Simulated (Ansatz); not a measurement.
Input file:

```
crystal:
  periodic: [false, false, false]
  atoms:
    - { symbol: Si, position_ang: [0.415777, 0.358724, -0.38422] }
    - { symbol: F, position_ang: [-1.105728, 0.192154, 1.968618] }
    - { symbol: Cl, position_ang: [1.716193, 0.102442, -2.004007] }
    - { symbol: Cl, position_ang: [-1.272512, 1.412805, -1.016311] }
    - { symbol: O, position_ang: [0.115156, -1.201039, 0.12626] }
    - { symbol: H, position_ang: [-0.475792, -1.151908, 0.914433] }
    - { symbol: "N", position_ang: [1.215715, 1.394693, 0.850981] }
    - { symbol: H, position_ang: [2.242299, 1.312593, 0.799732] }
    - { symbol: H, position_ang: [0.981917, 2.387628, 0.692359] }
    - { symbol: H, position_ang: [-0.315224, 0.583807, 2.285854] }
basis:
  gaussian: { orbitals: cc-pVDZ }
hamiltonian:
  xc: pbe
relax:
  f_tol: 0.03
  max_steps: 50
output:
  orbitals: {}
```

Launched as:

```sh
ansatz run input.yaml --threads 4 --pin off --max-ram 5120MiB --backend cpu --events-out ev --progress --plain --runs-dir out
```

The fields are those of the run's last geometry, not of the input's.

All numbers below come from Ansatz, RKS PBE/cc-pVDZ.

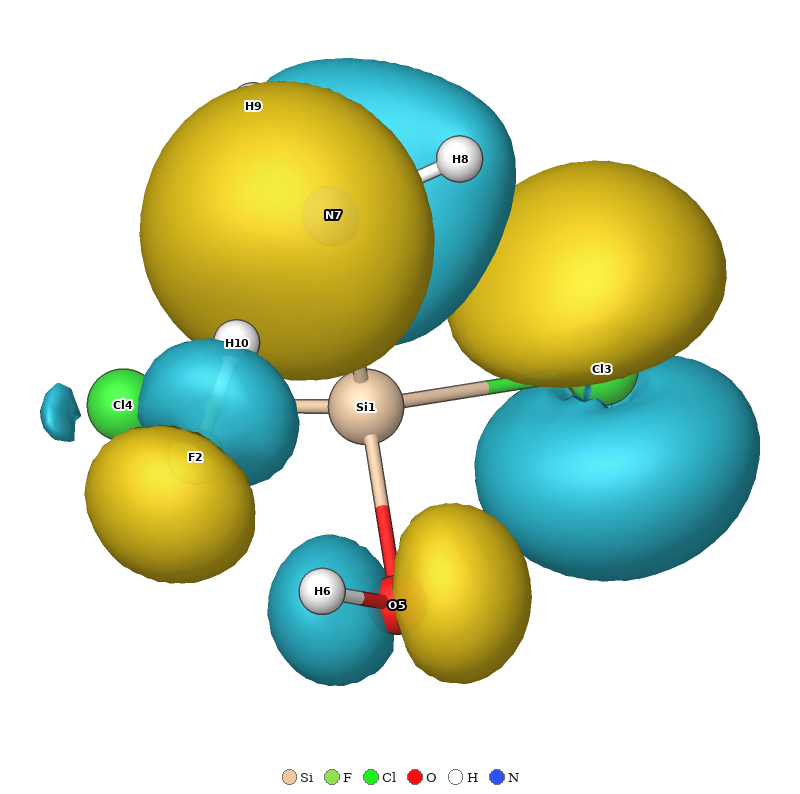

Cl$_{2}$H$_{3}$NOSi···HF. The HOMO−1 at ±0.1 Å⁻³ᐟ² (yellow and cyan are the two phases), seen at an oblique angle.

### Where does this orbital lie, and at what energy?

By Hirshfeld shares it lies mainly on N7 (about 40 %), Cl3 (about 30 %) and F2 (about 10 %); largely a combination of lone pairs on N7, Cl3 and F2. Its energy is −7.71 eV.
